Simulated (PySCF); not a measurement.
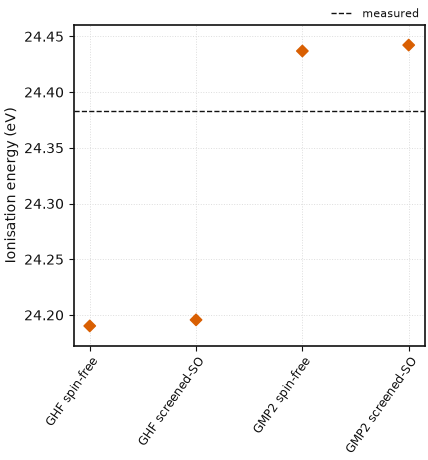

The ionisation energy of an atom or ion with 5 electrons in the configuration [He] 2s² 2p₁/₂ by several methods. PySCF, an even-tempered basis 19s11p6d5f, two-component X2C-1e.

Name the element and charge.

Answer. C II (C⁺). The values run from 24.190 eV (GHF spin-free) to 24.442 eV (GMP2 screened-SO). The measured value is 24.383 eV; nearest to it come GMP2 spin-free (+0.054) and GMP2 screened-SO (+0.059), furthest GHF spin-free (−0.193 eV).

Known limits: determinant is not a pure J level.
